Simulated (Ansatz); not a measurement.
# CH3FGeO (SMILES C[O][Ge][F]) at r2SCAN/6-31G(d) (spherical functions)

What is the vertical ionisation energy of CH3FGeO at r2SCAN/6-31G* (spherical functions)? 

The results are computed with Ansatz 0.2.0.

125 further runs of the same task are left out: 125 set aside as unsound or not needed.

## Step 1: Starting point

CH3FGeO has 7 atoms, charge 0, and is taken as a singlet. As SMILES, `C[O][Ge][F]`. Geometry: relaxed at PBE0-D4/def2-TZVP. This is one conformer, not always the lowest.

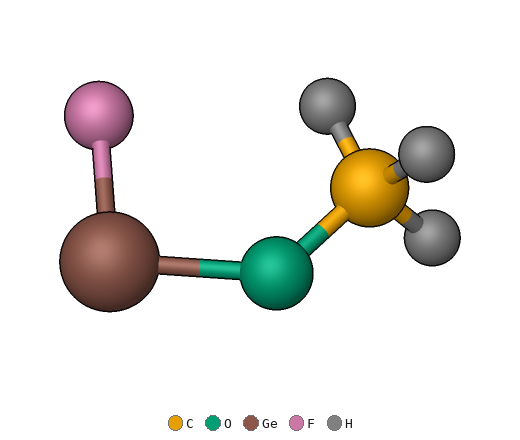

The structure, seen from a chosen angle (carbon amber, oxygen teal, germanium brown, fluorine pink, hydrogen grey).

## Step 2: A single-point energy at r2SCAN/6-31G(d) (spherical functions)

molecule.yaml reads:

```yaml
basis:
  gaussian:
    orbitals: 6-31G_st_-spherical.json
crystal:
  periodic: [false, false, false]
  atoms:
    - {symbol: C, position_ang: [-0.504800, 0.491500, 0.394900]}
    - {symbol: O, position_ang: [0.412400, 0.624200, -0.671900]}
    - {symbol: Ge, position_ang: [1.441700, -0.610700, -1.398400]}
    - {symbol: F, position_ang: [0.967400, -1.990600, -0.400200]}
    - {symbol: H, position_ang: [-0.548500, -0.532200, 0.773800]}
    - {symbol: H, position_ang: [-0.208000, 1.161100, 1.206600]}
    - {symbol: H, position_ang: [-1.498700, 0.788500, 0.049700]}
hamiltonian:
  xc: r2scan
accuracy: high
output: {orbitals: {seedname: orbitals}}
```

The basis set 6-31G* is read from a file made from the Basis Set Exchange's data (not shown).

Run with:

```bash
$ ansatz run molecule.yaml --threads 1 --pin off --max-ram 3480MiB --events-out events.jsonl --progress --plain --runs-dir runs
```

The program printed:

```text
Warning: RAYON_NUM_THREADS=1 ignored (pool sized by the plan → 1); use --threads N
Functional definition: r2SCAN
  name "r2SCAN"
  parameter k0 = 0.174
  parameter k1 = 0.065
  parameter a1 = 4.9479
  exchange = r2scan_x(k0 = k0, k1 = k1, a1 = a1)
  correlation = r2scan_c
1735 factors; integrals over basis functions are off by at most 4.5e-9 eV
mean field evaluation 1: about -62351.4872 eV, gradient 5.9e1 eV
mean field evaluation 2: about -62302.7179 eV, gradient 1.5e2 eV
mean field evaluation 4: about -62357.8409 eV, gradient 1.2e1 eV
mean field evaluation 8: about -62358.1188 eV, gradient 2.2e-1 eV
mean field evaluation 16: about -62358.1189 eV, gradient 1.4e-5 eV
mean field -62358.11892935 eV, -2291.6186028025 hartree, gradient 3.6e-8 eV, S^2 0.000000; 0 other end points of the search recorded, 0 dependent functions left out
reference -62358.11893007 eV, -2291.6186028289 hartree; 29, 29 occupied and 51, 51 virtual orbitals, 1735 factors
Total energy: -62358.11893007 eV, -2291.6186028289 hartree
```

Wall time 12 s (1 thread of Arm Neoverse V2, shared host); peak memory 0.24 GiB.

## Step 3: The doublet cation

in.yaml reads:

```yaml
crystal:
  periodic: [false, false, false]
  atoms:
    - {symbol: C, position_ang: [-0.504800, 0.491500, 0.394900]}
    - {symbol: O, position_ang: [0.412400, 0.624200, -0.671900]}
    - {symbol: Ge, position_ang: [1.441700, -0.610700, -1.398400]}
    - {symbol: F, position_ang: [0.967400, -1.990600, -0.400200]}
    - {symbol: H, position_ang: [-0.548500, -0.532200, 0.773800]}
    - {symbol: H, position_ang: [-0.208000, 1.161100, 1.206600]}
    - {symbol: H, position_ang: [-1.498700, 0.788500, 0.049700]}
basis:
  gaussian:
    orbitals: 6-31G_st_-spherical.json
total_charge: 1
magnetization:
  spin_polarized: true
  initial_magnetization: 1
hamiltonian:
  xc: r2scan
accuracy: high
output: {orbitals: {seedname: orbitals}}
```

The basis set 6-31G* is read from a file made from the Basis Set Exchange's data (not shown).

Run with:

```bash
$ ansatz run in.yaml --threads 1 --pin off --max-ram 3480MiB --events-out events.jsonl --progress --plain --runs-dir runs
```

The program printed:

```text
Warning: RAYON_NUM_THREADS=1 ignored (pool sized by the plan → 1); use --threads N
Functional definition: r2SCAN
  name "r2SCAN"
  parameter k0 = 0.174
  parameter k1 = 0.065
  parameter a1 = 4.9479
  exchange = r2scan_x(k0 = k0, k1 = k1, a1 = a1)
  correlation = r2scan_c
1734 factors; integrals over basis functions are off by at most 4.3e-9 eV
mean field evaluation 1: about -62327.0792 eV, gradient 7.1e1 eV
mean field evaluation 2: about -62160.2431 eV, gradient 1.7e2 eV
mean field evaluation 4: about -62338.5300 eV, gradient 4.8e1 eV
mean field evaluation 8: about -62347.8878 eV, gradient 4.9e-1 eV
mean field evaluation 16: about -62347.8886 eV, gradient 6.7e-3 eV
mean field evaluation 32: about -62347.8886 eV, gradient 1.5e-6 eV
mean field -62347.88863097 eV, -2291.2426462715 hartree, gradient 2.5e-8 eV, S^2 0.756571; 4 other end points of the search recorded, 0 dependent functions left out
reference -62347.88863440 eV, -2291.2426463974 hartree; 29, 28 occupied and 51, 52 virtual orbitals, 1734 factors
Total energy: -62347.88863440 eV, -2291.2426463974 hartree
```

It took 42 s on 1 thread of Arm Neoverse V2, shared host; peak memory 0.38 GiB.

## Step 4: What came out

At r2SCAN/6-31G* (spherical functions):

| quantity | value |
| --- | --- |
| singlet CH3FGeO: total energy | -2291.61860 Eh |
| singlet CH3FGeO: HOMO energy | -7.05 eV |
| singlet CH3FGeO: LUMO energy | -2.45 eV |
| singlet CH3FGeO: HOMO–LUMO gap | 4.61 eV |
| doublet cation: total energy | -2291.24265 Eh |
| doublet cation: HOMO energy (highest over α and β) | -13.93 eV |
| doublet cation: LUMO energy (lowest over α and β) | -13.36 eV |
| doublet cation: ⟨S²⟩ | 0.757 |
| vertical ionisation energy (to the doublet cation) | 10.230 eV |

What this shows: Removing an electron at fixed nuclei costs 10.23 eV (987 kJ/mol). The negative HOMO energy of the first species, 7.05 eV, lies 3.18 eV below that difference.
